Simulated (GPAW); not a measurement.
# Quasiparticle gap of CsPbCl3 (Pm-3m) in GPAW, part 2 of 2

Aim: the G0W0 gap of CsPbCl3 (Pm-3m) on PBE, step by step.

GPAW 26.7.0; PBE and many-body steps on it, plane waves. Known limits of the many-body steps: not at the basis limit; no spin-orbit coupling.

So far. Step 3 (Bands along the symmetry lines): The gap is 1.868 eV, as in the run before at this level. Step 4 (Empty states on the mesh, 4×4×4 mesh, 819 bands): On this mesh the gap is 1.868 eV.

### Step 5. Screening and self-energy, 4×4×4 mesh, 376 bands, screening to 96 eV

Now the one-shot GW correction: screening in the RPA, then the self-energy of the levels asked for.

This step: G0W0 on PBE, plane waves, PAW.

File run.py:

```python
import json
import numpy as np
from gpaw.mpi import world
from gpaw.response.g0w0 import G0W0

gw = G0W0('full.gpw',
    filename='gw',
    kpts=[0, 9],
    bands=(20, 24),
    ecut=96,
    nbands=376,
    integrate_gamma='WS',
    ppa=True)
gw.calculate()
res = {mode: {k: v for k, v in r.items() if k != 'sigma_eskwn'}
       for mode, r in gw.all_results.items()}

if world.rank == 0:
    with open('result.json', 'w') as f:
        json.dump(res, f, default=lambda x: x.tolist())
```

Command:

```bash
mpirun -n 8 gpaw python run.py
```

Numbers of over 12 decimals in the logs are rounded to 6 here.

What it wrote:

```text
Using integrator: PointIntegrator
FrequencyGridDescriptor(from 0.000+0.000j to 0.000+27.211j eV, 2 points)
Nonperiodic BCs:  [False False False]
Using integrator: PointIntegrator
FrequencyGridDescriptor(from 0.000+0.000j to 0.000+27.211j eV, 2 points)
Nonperiodic BCs:  [False False False]
  ___  _ _ _
 |   || | | |
 | | || | | |
 |__ ||_____|
 |___|

BZ k-points: Symmetries present (total): 48

  [... matrices ...]
64 k-points: 4 x 4 x 4 Monkhorst-Pack grid + [1/8,1/8,1/8]
10 k-points in the irreducible part of the Brillouin zone
       k-points in crystal coordinates                weights
   0:     0.00000000    0.00000000    0.00000000          1/64
   1:     0.25000000    0.00000000    0.00000000          6/64
   2:     0.25000000    0.25000000    0.00000000         12/64
   3:     0.25000000    0.25000000    0.25000000          8/64
   4:     0.50000000    0.00000000    0.00000000          3/64
   5:     0.50000000    0.25000000    0.00000000         12/64
   6:     0.50000000    0.25000000    0.25000000         12/64
   7:     0.50000000    0.50000000    0.00000000          3/64
   8:     0.50000000    0.50000000    0.25000000          6/64
   9:     0.50000000    0.50000000    0.50000000          1/64

Distributing spins, k-points and bands (1 x 2 x 4) over 8 processes
Number of blocks: 1

Quasi particle states:
k-points (IBZ indices): [0, 9]
Band range: (20, 24)
  [... matrices ...]
Computational parameters:
Plane wave cut-off: 96 eV
Number of bands: 376
Coulomb cutoff: None
Broadening: 0.1 eV

fxc modes: GW
Kernel: RPA
Using Godby-Needs plasmon-pole approximation:
  Fitting energy: i*E0, E0 = 1.000 Hartree
Summing all q:

Calculating screened Coulomb potential
No Coulomb truncation
FrequencyGridDescriptor(from 0.000+0.000j to 0.000+27.211j eV, 2 points)
Removing empty qpoint cache files...

Calculating chi0 body with:
    Ground state adapter containing:
    Number of spins: 1
    Number of kpoints: 64
    Number of irreducible kpoints: 10
    Number of completely occupied states: 22
    Number of partially occupied states: 22
    Occupied states memory: 7.369140625 M / cpu

    Linear response parametrization:
    q_c: [0.0, 0.0, 0.0]
    Number of frequency points: 2
    Planewave cutoff: 96.0
    Number of bands: 376
    Number of planewaves: 389
    Broadening (eta): 1e-06
    comm.size: 8
    kncomm.size: 8
    blockcomm.size: 1

    Memory estimate of potentially large arrays:
        chi0_wGG: 4.617950 M / cpu
Integrating chi0 body.

Symmetries of q_c:
    Direct symmetries (Uq -> q): 48
    Indirect symmetries (TUq -> q): 0
In total 48 allowed symmetries.

  [... matrices ...]
10 groups of equivalent kpoints. 84.375% reduction.

Integral kind: response function
Integrating chi0 head and wings.

Symmetries of q_c:
    Direct symmetries (Uq -> q): 48
    Indirect symmetries (TUq -> q): 0
In total 48 allowed symmetries.

  [... matrices ...]
10 groups of equivalent kpoints. 84.375% reduction.

Integral kind: response function wings

Calculating chi0 body with:
    Ground state adapter containing:
    Number of spins: 1
    Number of kpoints: 64
    Number of irreducible kpoints: 10
    Number of completely occupied states: 22
    Number of partially occupied states: 22
    Occupied states memory: 7.369140625 M / cpu

    Linear response parametrization:
[... the further q-points ...]

Results:
f:      Occupation numbers
eps:     KS-eigenvalues [eV]
vxc:     KS vxc [eV]
exx:     Exact exchange [eV]
sigma:   Self-energies [eV]
dsigma:  Self-energy derivatives
Z:       Renormalization factors
qp:      QP-energies [eV]

k-point 0 (0): (0.000, 0.000, 0.000)                GW
band       f     eps     vxc     exx   sigma  dsigma       Z      qp
                                                                   GW
  20   1.000   0.512 -16.244 -20.617   2.778  -0.277   0.783  -0.737
  21   1.000   0.512 -16.244 -20.617   2.778  -0.277   0.783  -0.737
  22   0.000   6.400  -7.392  -3.753  -3.236  -0.166   0.857   6.746
  23   0.000   7.332  -7.264  -3.491  -3.161  -0.163   0.860   7.858

k-point 1 (9): (0.500, 0.500, 0.500)                GW
band       f     eps     vxc     exx   sigma  dsigma       Z      qp
                                                                   GW
  20   1.000   0.834 -16.525 -20.882   2.771  -0.276   0.784  -0.409
  21   1.000   3.094 -18.661 -20.206   0.929  -0.239   0.807   2.597
  22   0.000   4.962 -11.691  -7.935  -3.104  -0.202   0.832   5.504
  23   0.000   4.962 -11.691  -7.935  -3.104  -0.202   0.832   5.504
```

The job ended after 4.1 min (8 MPI ranks of Arm Neoverse V1, shared host; peak memory 4.7 GiB).

Numbers from this step:

```yaml
g0w0_gap_on_the_points_computed: 2.907 eV
least_direct_g0w0_gap_on_the_computed_points: 2.907 eV
z_at_the_valence_top: 0.8069
z_at_the_conduction_bottom: 0.8321
starting_gap_on_the_mesh: 1.868 eV
k_of_the_valence_top: 0.5, 0.5, 0.5
k_of_the_conduction_bottom: 0.5, 0.5, 0.5
```

The gap on the mesh goes from 1.87 eV to 2.91 eV, a correction of +1.04 eV.

Limits: finite bands, cutoff and mesh; no spin-orbit coupling. v1 is the top filled band, c1 the lowest empty one. Levels before and after the correction, in eV, zero at the valence-band top of each column:

|  | conduction bottom | valence top |
| --- | --- | --- |
| Kohn-Sham | 1.87 | 0.00 |
| G0W0 | 2.91 | 0.00 |

|  | level | energy (eV) |
| --- | --- | --- |
| Kohn-Sham | (0.5 0.5 0.5) v2 | -2.261 |
| Kohn-Sham | (0.5 0.5 0.5) v1 | 0.000 |
| Kohn-Sham | (0.5 0.5 0.5) c1-c2 | 1.868 |
| G0W0 | (0.5 0.5 0.5) v2 | -3.007 |
| G0W0 | (0.5 0.5 0.5) v1 | 0.000 |
| G0W0 | (0.5 0.5 0.5) c1-c2 | 2.907 |

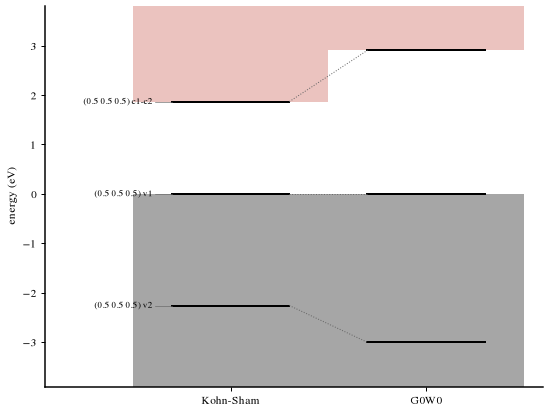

Levels before and after the correction. Shaded: valence and conduction bands.

### Step 6. Where the time went

Times are wall times on 8 MPI ranks of Arm Neoverse V1, shared host, good to a factor of about two.

| step | time | share | memory (GiB) |
| --- | --- | --- | --- |
| ground state | 8.9 s | 2 % | 1.2 |
| bands along the symmetry lines | 21 s | 5 % | 1.6 |
| empty states on the mesh | 2 min | 31 % | 8.8 |
| screening and self-energy | 4.1 min | 62 % | 4.7 |

### Step 7. Results

```
PBE gap              : 1.87 eV, direct
G0W0 gap on the mesh : 2.91 eV
GW settings          : 4×4×4 mesh, 376 bands, screening to 96 eV, Godby-Needs plasmon pole
known limits         : not at the basis limit; no spin-orbit coupling
```

What this shows: G0W0 moves the gap on the mesh from 1.87 eV to 2.91 eV (+1.04 eV), with Z of 0.81 and 0.83 at the edges. Only 2 of the mesh's irreducible points were corrected, so a valley elsewhere could overtake. The dearest step here is «screening and self-energy». Bands and cutoff are finite, so the gap is not at the basis limit. The miss can reach some tenths of an eV and take either sign; the mesh is an error of its own. These stock PAW sets were not made for GW. In the G0W0 run levels were corrected at 2 k points alone, so a gap called «on the mesh» is the least over those, and an edge elsewhere would be missed. Where an edge is built on 6p states of lead, bismuth or thallium, scalar-relativistic gaps usually stand too wide, by a few tenths to over one eV. This is the ideal cubic cell; many perovskites, halides above all, are cubic only on average, and local tilts or off-centring can widen the gap. The many-body steps are scalar-relativistic: spin-orbit coupling is not in them.

[Paths, hosts, dates, memory and timing lines, banners, echoed tables and standing remarks are left out of the program output.]

[Logs are printed without paths, hosts, clocks, repeated set-up lines and the standing remarks that a program may print on its own settings, such as how far it seeks lower states.]

[Runs of the session that timed out or met a known fault of the program may be left out.]

[Hosts, paths, dates, database ids (printed as entryN), source tags and the programs' standing remarks are cut or masked in the printed files.]
